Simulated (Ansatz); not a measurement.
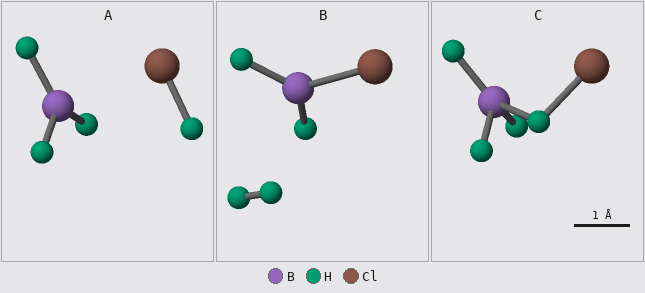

3 geometries from a converged minimum-energy path of BH₄Cl, made up at the start of BH3 and HCl, shuffled. Style: ball-and-stick. Shown at a tilt.

Theory: RKS PBE0/def2-SVP (Ansatz 0.2.0). Settings: 5 movable images; climbing image; force threshold 0.05 eV/Å; iteration limit 60; starting path through a guess of the saddle point.

> Which frame is the top of the path?

C. In order along the path, whose images run from 0 to 6: A (image 0, 0.00 eV), C (image 2, +0.23 eV), B (image 5, −0.64 eV). Breaking: B–H (1.21 → 3.05 Å), Cl–H (1.29 → 3.48 Å). Forming: B–Cl (2.31 → 1.74 Å), H–H (2.82 → 0.76 Å).

Cost: 57 s on 1 thread of Arm Neoverse V1, with other jobs on the host, peak memory 0.1 GiB.
